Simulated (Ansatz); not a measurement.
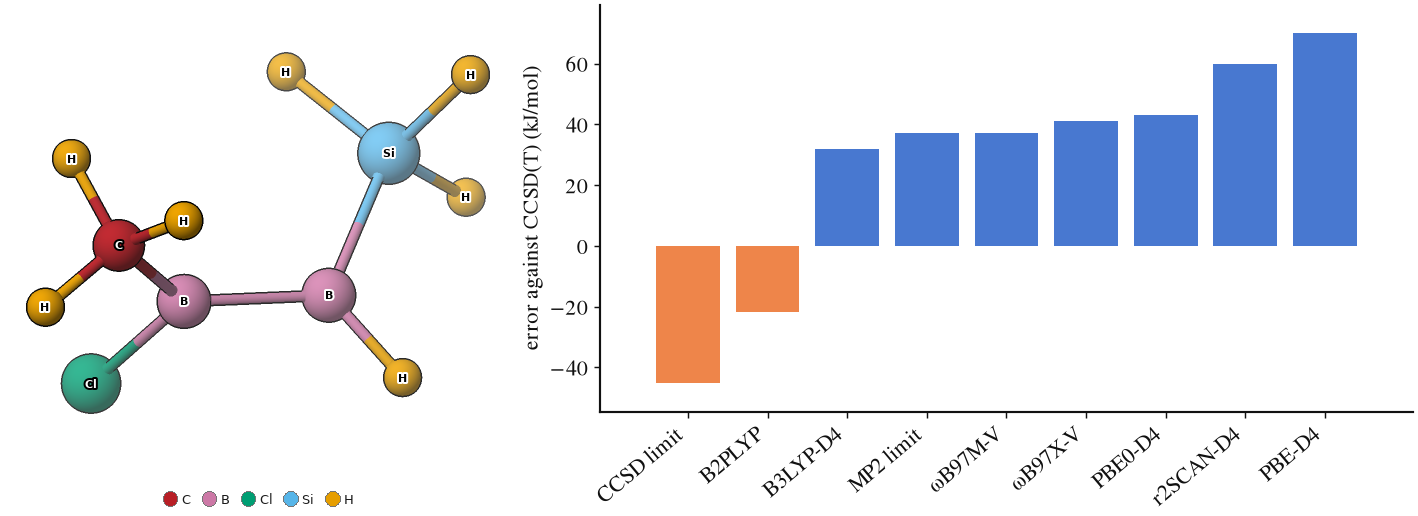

Error in the electronic atomisation energy (method less reference, so positive means overbinding) of CH₇B₂ClSi, SMILES CB(Cl)B[SiH3]: functionals in def2-TZVPP against frozen-core CCSD(T) at the limit (MP2 extrapolated from triple and quadruple zeta, plus CCSD(T) less MP2 in a smaller set), which gives 4099.1 kJ/mol, at a PBE0-D4/def2-TZVP geometry (no frequency check), no zero-point or spin-orbit term, the Ansatz code. The reference leaves out core correlation, a term that grows with the number of heavy atoms. B2PLYP holds a correlation term that converges slowly with the basis, so part of the distance to the limit is basis error. No dispersion term is added to B2PLYP. Limit means the basis limit.

### Which of these levels overbind, and which underbind?

Overbind: B3LYP-D4, MP2 limit, ωB97M-V, ωB97X-V, PBE0-D4, r2SCAN-D4 and PBE-D4. Underbind: CCSD limit. Within 25 kJ/mol of zero, too close to call in view of what the reference leaves out: B2PLYP.

### Give the values.

| level | kJ/mol |
| --- | --- |
| CCSD limit | −45.3 |
| B2PLYP | −21.7 |
| B3LYP-D4 | 31.7 |
| MP2 limit | 37.1 |
| ωB97M-V | 37.2 |
| ωB97X-V | 41.2 |
| PBE0-D4 | 43.0 |
| r2SCAN-D4 | 60.0 |
| PBE-D4 | 70.2 |

Limits of at least one run: one conformer of a flexible molecule.
